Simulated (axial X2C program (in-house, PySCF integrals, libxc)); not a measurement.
# FeS⁺: from the state search to constants, part 2 of 2

Computed with an in-house X2C program for linear molecules on PySCF integrals; all-electron X2C, Fe dyall-cv3z, S dyall-av3z.

### 9 PBE0, 2c

State followed: Ω = 5/2 (excess of +ω over −ω: ω = 5/2). The scan is laid around 2.025 Å, a first estimate of the minimum, and this SCF restarts from the orbitals of the search.

Output at 2.025 Å:

```text
two-component X2C + atomic mean field  PBE0
basis functions 170  fitting functions 915  grid points 5078
iter        total energy     max residual
   1      -1670.898800535     2.56e-01
   2      -1670.935136863     1.03e-03
   3      -1670.935148978     6.98e-04
   4      -1670.935151799     5.42e-04
   5      -1670.935153426     1.13e-04
   6      -1670.935153623     3.23e-05
   7      -1670.935153663     1.81e-05
   8      -1670.935153674     6.13e-06
   9      -1670.935153674     2.72e-06
converged
one-electron -2513.65510993  Coulomb 815.86368737  exact exchange -19.94278549  xc functional -61.50404107  nuclear repulsion 108.70998506  atomic mean-field constant -0.40688961
```

Along the bond, energies from the lowest point:

| R (Å) | E (eV) | μ (D) | HOMO (eV) | LUMO (eV) | iterations |
| --- | --- | --- | --- | --- | --- |
| 1.762 | 0.9559 | -3.64 | -14.10 | -9.84 | 27 |
| 1.843 | 0.3916 | -3.86 | -14.08 | -9.60 | 28 |
| 1.903 | 0.1516 | -3.98 | -14.07 | -9.63 | 26 |
| 1.964 | 0.0304 | -4.07 | -14.05 | -9.67 | 25 |
| 2.025 | 0.0000 | -4.13 | -14.05 | -9.70 | 9 |
| 2.096 | 0.0501 | -4.17 | -13.80 | -9.72 | 25 |
| 2.167 | 0.1658 | -4.18 | -13.52 | -9.73 | 23 |
| 2.258 | 0.3778 | -4.17 | -13.17 | -9.74 | 37 |
| 2.369 | 0.6834 | -4.28 | -12.66 | -9.67 | 34 |
| 2.531 | 1.1540 | -4.36 | -12.22 | -9.64 | 35 |

Dipoles are positive if S is the positive end and refer to the centre of mass.

Outer spinors at the reference distance:

| ω | occupied | ε (eV) | atomic character | λ mixture |
| --- | --- | --- | --- | --- |
| 1/2 | yes | -25.95 | 75% S s, 10% Fe d, 9% Fe p | 100% σ |
| -1/2 | yes | -24.41 | 74% S s, 10% Fe p, 9% Fe d | 100% σ |
| -3/2 | yes | -18.64 | 100% Fe d | 100% δ |
| 5/2 | yes | -18.52 | 100% Fe d | 100% δ |
| 1/2 | yes | -18.16 | 83% Fe d, 11% S p, 5% S s | 100% σ |
| -1/2 | yes | -17.95 | 91% Fe d, 8% S p | 100% π |
| 3/2 | yes | -17.89 | 91% Fe d, 8% S p | 100% π |
| -1/2 | yes | -15.03 | 70% S p, 13% Fe d, 7% Fe s | 100% σ |
| 1/2 | yes | -14.56 | 62% S p, 24% Fe s, 9% Fe d | 99% σ, 1% π |
| 1/2 | yes | -14.14 | 64% Fe d, 32% S p | 99% π, 1% σ |
| -1/2 | yes | -14.10 | 82% S p, 11% Fe d, 7% Fe p | 100% π |
| -3/2 | yes | -14.10 | 64% Fe d, 31% S p | 100% π |
| 3/2 | yes | -14.05 | 82% S p, 11% Fe d, 7% Fe p | 100% π |
| 1/2 | no | -9.70 | 55% S p, 36% Fe d, 8% Fe p | 100% π |
| -3/2 | no | -9.65 | 55% S p, 36% Fe d, 8% Fe p | 100% π |
| 3/2 | no | -9.13 | 99% Fe d | 100% δ |
| 1/2 | no | -9.09 | 38% Fe s, 34% Fe p, 16% S p | 100% σ |

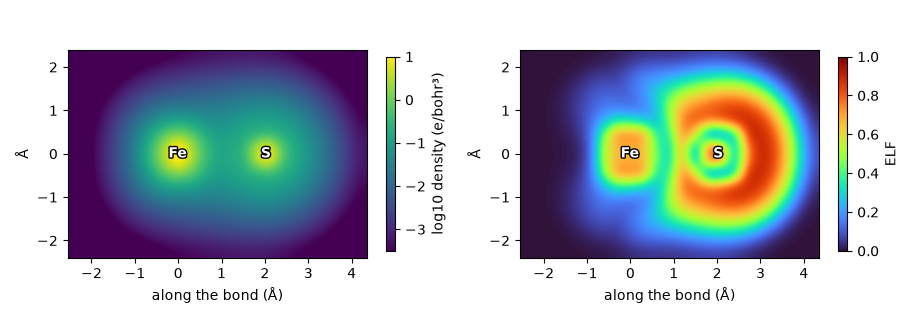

PBE0 fields in a plane through the axis, from a grid of 0.3 Å; Fe lies at z = 0 and S at z = 2.025 Å; the ELF is damped to zero where the density is low.

Re = 2.019 Å, ωe = 504 cm⁻¹, ωexe = 1.94 cm⁻¹, Be = 0.2033 cm⁻¹, De = 2.94 eV, μ = -4.13 D.

### 10 HF, 2c

The SCF at the reference distance of 2.025 Å:

```text
two-component X2C + atomic mean field  HF
basis functions 170  fitting functions 915  grid points 5078
iter        total energy     max residual
   1      -1669.259469090     2.16e-01
   2      -1669.295187408     1.42e-02
   3      -1669.301641540     3.73e-02
   4      -1669.303101055     1.26e-02
   5      -1669.303933822     2.08e-03
   6      -1669.304055459     1.26e-03
   7      -1669.304132587     1.59e-03
   8      -1669.304179670     1.24e-03
   9      -1669.304259045     2.30e-03
  10      -1669.304479712     5.34e-03
  11      -1669.304655074     8.04e-03
  12      -1669.304930441     1.31e-02
  13      -1669.306616888     1.39e-02
  14      -1669.321994087     2.65e-02
  15      -1669.326816707     2.80e-02
  16      -1669.333735038     2.04e-02
  17      -1669.339460694     1.93e-02
  18      -1669.342946388     8.48e-03
  19      -1669.343995970     3.84e-03
  20      -1669.344314426     2.64e-03
  21      -1669.344551210     1.27e-03
  22      -1669.344588589     8.53e-04
  23      -1669.344606963     2.68e-04
  24      -1669.344608507     2.22e-04
  25      -1669.344609614     1.56e-04
  26      -1669.344610086     1.03e-04
  27      -1669.344610319     5.73e-05
  28      -1669.344610381     3.76e-05
  29      -1669.344610408     2.46e-05
  30      -1669.344610423     1.46e-05
  31      -1669.344610431     8.13e-06
  32      -1669.344610434     4.47e-06
  33      -1669.344610434     3.18e-06
  34      -1669.344610435     2.68e-06
converged
one-electron -2512.90547537  Coulomb 815.26839315  exact exchange -80.01062366  xc functional 0.00000000  nuclear repulsion 108.70998506  atomic mean-field constant -0.40688961
```

No constants are quoted: the lowest point is the long end of the scan.

### 11 BLYP, 2c

Output at 2.025 Å:

```text
two-component X2C + atomic mean field  BLYP
basis functions 170  fitting functions 915  grid points 5078
iter        total energy     max residual
   1      -1671.403678043     9.65e-02
   2      -1671.411871865     1.95e-02
   3      -1671.413120574     9.57e-03
   4      -1671.414089101     9.36e-03
   5      -1671.414330621     2.85e-03
   6      -1671.414395799     6.78e-04
   7      -1671.414401258     5.41e-04
   8      -1671.414404207     2.26e-04
   9      -1671.414405493     1.72e-04
  10      -1671.414406888     1.74e-04
  11      -1671.414407132     6.76e-05
  12      -1671.414407155     1.16e-05
  13      -1671.414407157     4.06e-06
converged
one-electron -2513.44760952  Coulomb 815.61415181  exact exchange 0.00000000  xc functional -81.88404489  nuclear repulsion 108.70998506  atomic mean-field constant -0.40688961
```

Re = 2.043 Å, ωe = 479 cm⁻¹, ωexe = 1.99 cm⁻¹, Be = 0.1985 cm⁻¹, De = 3.92 eV, μ = -3.42 D.

### 12 Correlated methods, 2c

Correlated methods: 13 electrons correlated (frozen shells, counted by type: Fe 3 s, 2 p; S 2 s, 1 p), 251 virtual spinors in MP2, 90 natural virtuals in coupled cluster.

Output of the correlated part at 2.025 Å:

```text
correlated 13  virtual 251  natural virtual 90  E(MP2) -0.336191068  MP2 remainder -0.024462958
iter   CCSD correlation   residual
   1     -0.323399928   1.29e-01
   2     -0.332454148   7.15e-02
   3     -0.338105987   4.78e-02
   4     -0.341012464   3.42e-02
   5     -0.343568638   2.26e-02
   6     -0.344710207   1.35e-02
   7     -0.345178729   6.50e-03
   8     -0.345232793   2.89e-03
   9     -0.345195950   1.48e-03
  10     -0.345215805   6.28e-04
  11     -0.345198931   2.39e-04
  12     -0.345205216   1.19e-04
  13     -0.345203938   5.63e-05
  14     -0.345203515   2.82e-05
  15     -0.345202761   1.83e-05
  16     -0.345202250   1.17e-05
  17     -0.345201894   6.97e-06
  18     -0.345201736   4.32e-06
  19     -0.345201677   2.34e-06
  20     -0.345201733   1.38e-06
  21     -0.345201756   9.43e-07
  22     -0.345201809   6.46e-07
  23     -0.345201836   3.75e-07
  24     -0.345201853   2.14e-07
(T) -0.016464116  T1 0.0863  D1 0.2337  max T2 0.144
```

MP2: No constants are quoted: the reference changes its character somewhere along the scan, so the fit is set aside.

CCSD: No constants are quoted: the reference changes its character somewhere along the scan, so the fit is set aside.

CCSD(T): No constants are quoted: the reference changes its character somewhere along the scan, so the fit is set aside.

### 13 A higher determinant, 2c

State: Ω = 9/2 (excess of +ω over −ω: ω = 1/2, ω = 3/2, ω = 5/2).

Output at the reference distance:

```text
two-component X2C + atomic mean field  PBE0
basis functions 170  fitting functions 915  grid points 5078
iter        total energy     max residual
   1      -1670.876769441     2.56e-01
   2      -1670.913020975     1.10e-03
   3      -1670.913034917     6.64e-04
   4      -1670.913038237     3.11e-04
   5      -1670.913039090     9.39e-05
   6      -1670.913039214     2.20e-05
   7      -1670.913039224     1.11e-05
   8      -1670.913039227     2.70e-06
converged
one-electron -2513.86750632  Coulomb 816.09497572  exact exchange -19.95279288  xc functional -61.49081119  nuclear repulsion 108.70998506  atomic mean-field constant -0.40688961
```

| R (Å) | E above the lowest PBE0 point (eV) |
| --- | --- |
| 1.762 | 1.794 |
| 1.843 | 1.191 |
| 1.903 | 0.895 |
| 1.964 | 0.705 |
| 2.025 | 0.602 |
| 2.096 | 0.568 |
| 2.167 | 0.607 |
| 2.258 | 0.736 |
| 2.369 | 0.972 |

Re = 2.090 Å, ωe = 444 cm⁻¹, ωexe = 1.43 cm⁻¹, Be = 0.1897 cm⁻¹, μ = -4.36 D. Te = 0.57 eV.

### 14 The 2c curves together

Energy (eV) of the followed determinant, 2c, from each level's lowest point:

| R (Å) | PBE0 | HF (jumps) | MP2 (its reference jumps) | CCSD (its reference jumps) | CCSD(T) (its reference jumps) | BLYP |
| --- | --- | --- | --- | --- | --- | --- |
| 1.762 | 0.956 | 2.526 | 1.127 | n/a | n/a | 1.081 |
| 1.843 | 0.392 | 1.563 | 0.630 | 0.477 | 0.403 | 0.476 |
| 1.903 | 0.152 | 1.036 | 0.359 | 0.238 | 0.186 | 0.207 |
| 1.964 | 0.030 | 0.647 | 0.170 | 0.084 | 0.052 | 0.058 |
| 2.025 | 0.000 | 0.372 | 0.055 | 0.010 | 0.000 | 0.000 |
| 2.096 | 0.050 | 0.171 | 0.000 | 0.000 | 0.014 | 0.019 |
| 2.167 | 0.166 | 0.071 | 0.016 | 0.051 | 0.086 | 0.106 |
| 2.258 | 0.378 | 0.054 | 0.122 | 0.182 | 0.239 | 0.283 |
| 2.369 | 0.683 | 0.149 | 0.367 | n/a | n/a | 0.559 |
| 2.531 | 1.154 | 0.000 | 1.167 | n/a | n/a | 1.006 |

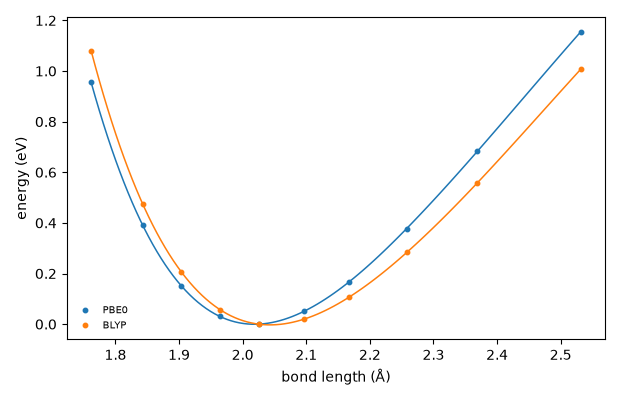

Curves of the followed state, 2c, each from its own lowest point. Left out: HF, MP2, CCSD, CCSD(T).

Time for the job: 3.4 min (1 thread of Arm Neoverse V1, shared host); peak memory 0.79 GiB.

### 15 What came out

The summary covers parts 1 to 2.

Lowest determinant that the search found at its distance, spin-free: M_S = 5/2, Λ = 0 (beyond closed shells: σα, π+α, π-α, δ+α, δ-α).

Lowest determinant that the search found at its distance, 2c: Ω = 5/2 (excess of +ω over −ω: ω = 5/2).

```
Hamiltonian  level  Re (Å)  ωe (cm⁻¹)  De (eV)  μ (D)
  spin-free   PBE0   2.018        505     2.94  -4.13
  spin-free   BLYP   2.043        480     3.98  -3.42
         2c   PBE0   2.019        504     2.94  -4.13
         2c   BLYP   2.043        479     3.92  -3.42
```

Dipoles are positive if S is the positive end and refer to the centre of mass. No constants: spin-free HF (the solution changes its character somewhere along the scan, so the fit is set aside); spin-free MP2 (the reference changes its character somewhere along the scan, so the fit is set aside); spin-free CCSD (the reference changes its character somewhere along the scan, so the fit is set aside); spin-free CCSD(T) (the reference changes its character somewhere along the scan, so the fit is set aside); 2c HF (the lowest point is the long end of the scan); 2c MP2 (the reference changes its character somewhere along the scan, so the fit is set aside); 2c CCSD (the reference changes its character somewhere along the scan, so the fit is set aside); 2c CCSD(T) (the reference changes its character somewhere along the scan, so the fit is set aside).

Time per point (s) on 1 thread of Arm Neoverse V1, shared host (2c runs); the times are rough: PBE0 1.1, BLYP 0.56.

At PBE0, going from spin-free to two-component changes Re by +1 mÅ, ωe by -0.2 %, which is small (part of it comes from the scalar share of the two-electron terms). It costs about 1.6 times the time. De moves by 0.00 eV; both De rest on single-determinant atoms, which can miss part of an open shell's spin–orbit lowering.

De refers to Fe+ + S, each in the lowest determinant found, which need not be this curve's own limit. The state is a single determinant with fixed occupations, the lowest that a limited PBE0 search found. De is counted from the lowest determinant-based energies of the atoms at the same level, without counterpoise correction. Density functionals use the spin component along the axis (collinear). With several unpaired electrons one determinant need not be a pure state.
